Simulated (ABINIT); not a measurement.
# A GW chain in ABINIT: SnSe2 (P-3m1), part 2 of 2

How does a plane-wave GW calculation on SnSe2 (P-3m1) run from the first input to the gap?

ABINIT 10.8.3; PBE and many-body steps on it, plane waves. Known limits of the many-body steps: not at the basis limit; screening head approximate; no spin-orbit coupling; coarse k mesh.

So far. Step 2 (Ground state): The gap is indirect, with the least direct gap 0.28 eV higher. Step 3 (Empty states on the mesh, 3×3×2 mesh, 114 bands): On this mesh the gap is 1.100 eV. The earlier step found 0.819 eV, so this mesh misses an edge.

## (4) Screening, 3×3×2 mesh, 104 bands, screening to 119.7 eV

The RPA dielectric matrix is built and inverted for each q.

This step: RPA screening on PBE, plane waves, norm-conserving pseudopotentials.

File run.abi:

```
acell 3*1.0 Angstrom
rprim 
  3.810999999987 0.000000000003 0.000000000000
  -1.905499999996 3.300422813810 0.000000000000
  0.000000000000 0.000000000000 6.136000000000
ntypat 2
znucl 50 34
natom 3
typat 1 2 2
xred 
  0.000000000000 0.000000000000 0.000000000000
  0.333333333333 0.666666666667 0.249000000000
  0.666666666667 0.333333333333 0.751000000000
pp_dirpath "pseudos"
pseudos "Sn.upf, Se.upf"
ecut 48
ngkpt 3 3 2
nshiftk 1
shiftk 0 0 0
kptopt 1
chksymbreak 0
istwfk *1
occopt 1
irdwfk 1
optdriver 3
nband 104
ecuteps 4.4
inclvkb 0
awtr 1
symchi 1
indata_prefix "in"
outdata_prefix "out"
tmpdata_prefix "tmp"
```

Run with:

```console
OMP_NUM_THREADS=1 mpirun -n 4 abinit run.abi > log
```

Numbers of over 12 decimals in the logs are rounded to 6 here.

Log:

```text
.Version 10.8.3 of ABINIT. v10.8.2 released Aug 2026.

 Symmetries : space group P-3 m 1 (#164); Bravais hP (primitive hexag.)
[... echo of the input left out ...]
== DATASET  1 ==================================================================
-   mpi_nproc: 4, omp_nthreads: 1 (-1 if OMP is not activated)

--- !DatasetInfo
iteration_state: {dtset: 1, }
dimensions: {natom: 3, nkpt: 6, mband: 104, nsppol: 1, nspinor: 1, nspden: 1, mpw: 8305, }
cutoff_energies: {ecut:  48.0, pawecutdg:  -1.0, }
electrons: {nelect:   7.00000000E+01, charge:   0.00000000E+00, occopt:   1.00000000E+00, tsmear:   1.00000000E-02, }

 SCREENING: Calculation of the susceptibility and dielectric matrices

 Based on a program developped by R.W. Godby, V. Olevano, G. Onida, and L. Reining.
 Incorporated in ABINIT by V. Olevano, G.-M. Rignanese, and M. Torrent.
.Using double precision arithmetic ; gwpc =  8

[... cell and pseudopotentials left out ...]
--------------------------------------------------------------------------------

 ==== K-mesh for the wavefunctions ====
 Number of points in the irreducible wedge :     6
[... list of points left out ...]
 Together with 12 symmetry operations and time-reversal symmetry
 yields    18 points in the full Brillouin Zone.

 ==== Q-mesh for the screening function ====
 Number of points in the irreducible wedge :     6
[... list of points left out ...]
 Together with 12 symmetry operations and time-reversal symmetry
 yields    18 points in the full Brillouin Zone.

 setmesh: FFT mesh size selected  =    25x   25x   48
          total number of points  =        30000

 vcoul_init : cutoff-mode = AUXILIARY_FUNCTION
 q-points for optical limit:   1
     1)      0.000010    0.000020    0.000030

- screening: taking advantage of time-reversal symmetry
- Maximum band index for partially occupied states nbvw = 35
- Remaining bands to be divided among processors   nbcw = 69
- Number of bands treated by each node ~17

 Number of electrons calculated from density =   70.0000; Expected =   70.0000
 average of density, n =  0.134403
 r_s =    1.2111
 omega_plasma =   35.3638 [eV]

 calculating chi0 at frequencies [eV] :
  1    0.000000E+00    0.000000E+00
  2    0.000000E+00    3.536384E+01

--------------------------------------------------------------------------------
  q-point number  1        q = ( 0.000000, 0.000000, 0.000000) [r.l.u.]
--------------------------------------------------------------------------------
[... chi0 elements left out ...]
 For q-point:  0.000010 0.000020 0.000030
  dielectric constant =  22.6852
  dielectric constant without local fields =  25.9938

  Average fulfillment of the sum rule on Im[epsilon] for q-point    1 :     30.59  [%]
[... wings left out ...]
  q-point number  2        q = ( 0.333333, 0.000000, 0.000000) [r.l.u.]
--------------------------------------------------------------------------------
[... chi0 elements left out ...]
  Average fulfillment of the sum rule on Im[epsilon] for q-point    2 :     33.45  [%]

 [... 4 further q-points ...]
```

It took 24 s on 4 MPI ranks of Arm Neoverse V1, shared host; peak memory 1.1 GiB.

This step gave:

```
ε∞ with local fields, on this mesh, along the program's q direction : 22.69
the same without local fields                                       : 25.99
plasma frequency                                                    : 35.36 eV
plane waves in the screening matrix                                 : 245
```

Local fields lower ε∞ by 13 %. On a Γ-centred mesh this coarse the value itself is usually too large, while a short band sum pulls it down.

## (5) Self-energy, 3×3×2 mesh, 104 bands, screening to 119.7 eV

The self-energy is evaluated for the states that the input lists, and the levels follow from it, in one-shot runs by the linearised quasiparticle equation.

This step: G0W0 on PBE, plane waves, norm-conserving pseudopotentials.

run.abi: that of step 4 with these lines changed.

```diff
@@ -24,8 +24,15 @@
 irdwfk 1
-optdriver 3
+optdriver 4
 nband 104
+gwcalctyp 0
+ecutsigx 48
+symsigma 1
+nkptgw 1
+kptgw 
+  0.0000000000 0.0000000000 0.0000000000
+bdgw 
+  33 37
 ecuteps 4.4
-inclvkb 0
-awtr 1
-symchi 1
+irdscr 1
+ppmodel 1
 indata_prefix "in"
```

Log:

```text
.Version 10.8.3 of ABINIT. v10.8.2 released Aug 2026.

 Symmetries : space group P-3 m 1 (#164); Bravais hP (primitive hexag.)
[... echo of the input left out ...]
== DATASET  1 ==================================================================
-   mpi_nproc: 4, omp_nthreads: 1 (-1 if OMP is not activated)

--- !DatasetInfo
iteration_state: {dtset: 1, }
dimensions: {natom: 3, nkpt: 6, mband: 104, nsppol: 1, nspinor: 1, nspden: 1, mpw: 8305, }
cutoff_energies: {ecut:  48.0, pawecutdg:  -1.0, }
electrons: {nelect:   7.00000000E+01, charge:   0.00000000E+00, occopt:   1.00000000E+00, tsmear:   1.00000000E-02, }

 SIGMA: Calculation of the GW corrections

 Based on a program developped by R.W. Godby, V. Olevano, G. Onida, and L. Reining.
 Incorporated in ABINIT by V. Olevano, G.-M. Rignanese, and M. Torrent.
.Using double precision arithmetic ; gwpc =  8

[... cell and pseudopotentials left out ...]
--------------------------------------------------------------------------------

 ==== K-mesh for the wavefunctions ====
 Number of points in the irreducible wedge :     6
[... list of points left out ...]
 Together with 12 symmetry operations and time-reversal symmetry
 yields    18 points in the full Brillouin Zone.

 ==== Q-mesh for screening function ====
 Number of points in the irreducible wedge :     6
[... list of points left out ...]
 Together with 12 symmetry operations and time-reversal symmetry
 yields    18 points in the full Brillouin Zone.

 vcoul_init : cutoff-mode = AUXILIARY_FUNCTION
 q-points for optical limit:   1
     1)      0.000010    0.000020    0.000030
 setmesh: FFT mesh size selected  =    40x   40x   75
          total number of points  =       120000

 Number of electrons calculated from density =   70.0000; Expected =   70.0000
 average of density, n =  0.134403
 r_s =    1.2111
 omega_plasma =   35.3638 [eV]

 === KS Band Gaps ===
  >>>> For spin  1
   Minimum direct gap =   1.0998 [eV], located at k-point      :   0.0000  0.0000  0.0000
   Fundamental gap    =   1.0998 [eV], Top of valence bands at :   0.0000  0.0000  0.0000
                                       Bottom of conduction at :   0.0000  0.0000  0.0000
 SIGMA fundamental parameters:
 PLASMON POLE MODEL  1
 number of plane-waves for SigmaX                 8305
 number of plane-waves for SigmaC and W            245
 number of plane-waves for wavefunctions          8305
 number of bands                                   104
 number of independent spin polarizations            1
 number of spinorial components                      1
 number of k-points in IBZ                           6
 number of q-points in IBZ                           6
 number of symmetry operations                      12
 number of k-points in BZ                           18
 number of q-points in BZ                           18
 number of frequencies for dSigma/dE                 9
 frequency step for dSigma/dE [eV]                0.25
 number of omega for Sigma on real axis              0
 max omega for Sigma on real axis  [eV]           0.00
 zcut for avoiding poles [eV]                     0.10

 EPSILON^-1 parameters (SCR file):
 dimension of the eps^-1 matrix on file            245
 dimension of the eps^-1 matrix used               245
 number of plane-waves for wavefunctions          8305
 number of bands                                   104
 number of q-points in IBZ                           6
 number of frequencies                               2
 number of real frequencies                          1
 number of imag frequencies                          1

 matrix elements of self-energy operator (all in [eV])

 Perturbative Calculation

--- !SelfEnergy_ee
iteration_state: {dtset: 1, }
kpoint     : [   0.000,    0.000,    0.000, ]
spin       : 1
KS_gap     :    1.100
QP_gap     :    1.651
Delta_QP_KS:    0.551
data: !SigmaeeData |
     Band     E0 <VxcDFT>   SigX SigC(E0)      Z dSigC/dE  Sig(E)    E-E0       E
       33   5.249 -14.622 -16.811   2.235   0.792  -0.263 -14.586   0.036   5.285
       34   5.249 -14.622 -16.811   2.235   0.792  -0.263 -14.586   0.036   5.285
       35   5.637 -14.683 -16.739   2.122   0.794  -0.259 -14.630   0.053   5.689
       36   6.737 -13.871 -10.050  -3.078   0.812  -0.231 -13.267   0.604   7.341
       37   8.603 -11.502  -7.047  -3.926   0.817  -0.224 -11.070   0.432   9.035

== END DATASET(S) ==============================================================
================================================================================

 -outvars: echo values of variables after computation  --------
           etotal      0.0000000000E+00
            nband         104
             nkpt           6
          spgroup         164
 [... the other variables as echoed above ...]

 Calculation completed.
```

The job ended after 6.7 s (4 MPI ranks; peak memory 1.1 GiB).

This step gave:

| Item | Value |
| --- | --- |
| G0W0 gap on the points computed | 1.652 eV |
| starting gap on the mesh | 1.100 eV |
| k of the valence top | 0, 0, 0 |
| k of the conduction bottom | 0, 0, 0 |
| Z at the valence top | 0.794 |
| Z at the conduction bottom | 0.812 |
| least direct G0W0 gap on the computed points | 1.652 eV |

The gap on the mesh goes from 1.10 eV to 1.65 eV, a correction of +0.55 eV. The start differs from the 0.82 eV found before because the two sample other k points.

Limits: finite bands, cutoff and mesh; screening head approximate; no spin-orbit coupling; coarse k mesh. v1 is the top filled band, c1 the lowest empty one. Levels before and after the correction, in eV, zero at the valence-band top of each column:

```tsv
	conduction bottom	valence top
Kohn-Sham	1.10	0.00
G0W0	1.65	0.00
```

```tsv
	level	energy (eV)
Kohn-Sham	Γ v3-v2	-0.387
Kohn-Sham	Γ v1	0.000
Kohn-Sham	Γ c1	1.100
Kohn-Sham	Γ c2	2.966
G0W0	Γ v3-v2	-0.404
G0W0	Γ v1	0.000
G0W0	Γ c1	1.652
G0W0	Γ c2	3.346
```

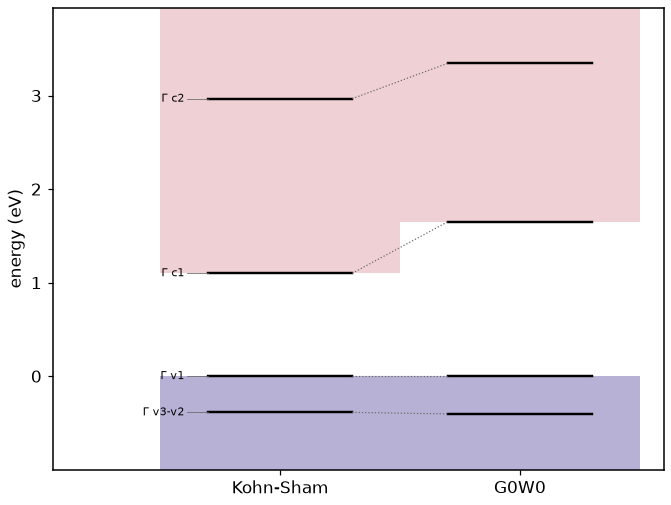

Levels before and after the correction. Shaded: valence and conduction bands.

## (6) Where the time went

Times are wall times on 4 MPI ranks of Arm Neoverse V1, shared host, good to a factor of about two.

```tsv
step	time	share	memory (GiB)
ground state	86 s	51 %	0.56
empty states on the mesh	51 s	30 %	0.41
screening	24 s	14 %	1.1
self-energy	6.7 s	4 %	1.1
```

## (7) What came out

```yaml
pbe_gap: 0.82 eV, indirect
g0w0_gap_on_the_mesh: 1.65 eV
g0w0_gap_over_the_zone_rigid_shift: 1.37 eV
gw_settings: 3×3×2 mesh, 104 bands, screening to 119.7 eV, Godby-Needs plasmon pole
known_limits: not at the basis limit; screening head approximate; no spin-orbit coupling; coarse k mesh
```

In words: G0W0 moves the gap on the mesh from 1.10 eV to 1.65 eV (+0.55 eV), with Z of 0.79 and 0.81 at the edges. The mesh misses the band edges by 0.28 eV in all; a rigid shift gives 1.37 eV for the zone. Local fields lower the RPA ε∞ on this mesh from 25.99 to 22.69; a Γ-centred mesh this coarse tends to raise both, most where the direct gap is narrow, while a short band sum lowers them. Only 1 of the mesh's irreducible points was corrected, so a valley elsewhere could overtake. The dearest step here is «ground state». Against experiment, by G0W0@PBE: the gap of 1.37 eV lies +0.16 eV from the measured 1.21 ± 0.04 eV (electronic, 77.6 K, 2018); the gap of 1.37 eV lies +0.37 eV from the measured 1 eV (indirect, quoted 2018); the gap of 1.37 eV lies +0.16 eV from the measured 1.207 eV (exciton, 300 K, 2021). An exciton line or allowed optical edge lies below the quasiparticle gap by the binding energy; a forbidden edge can push the onset above it. The calculation has static nuclei and no excitons; a measured gap holds zero-point and thermal motion, which mostly lowers it. Bands and cutoff are finite, so the gap is not at the basis limit. The miss can reach some tenths of an eV and take either sign; the mesh is an error of its own. In the G0W0 run levels were corrected at 1 k point alone, so a gap called «on the mesh» is the least over those, and an edge elsewhere would be missed. A denser mesh or path gives a starting gap of 0.82 eV: the GW mesh misses a band edge, so its gaps are not the fundamental one. The 3×3×2 mesh is coarse for this cell, which bears on the long-range parts of exchange and screening. The long-wavelength limit of the screening leaves out the non-local commutator, which shifts ε∞. The many-body steps are scalar-relativistic: spin-orbit coupling is not in them.

[Paths, hosts, dates, memory and timing lines, banners, echoed tables and standing remarks are left out of the program output.]

[Logs are printed without paths, hosts, clocks, repeated set-up lines and the standing remarks that a program may print on its own settings, such as how far it seeks lower states.]

[Runs of the session that timed out or met a known fault of the program may be left out.]

[Hosts, paths, dates, database ids (printed as entryN), source tags and the programs' standing remarks are cut or masked in the printed files.]

[G0W0 gaps are taken among the corrected bands and points alone; a level outside them can change the order at an edge.]

[Where Ansatz stands beside ABINIT at settings called matched, ABINIT's density can come from a denser mesh and the files from another edition; pairs whose starting gaps differed by over 0.03 eV were left out, so agreement reads better than it is.]
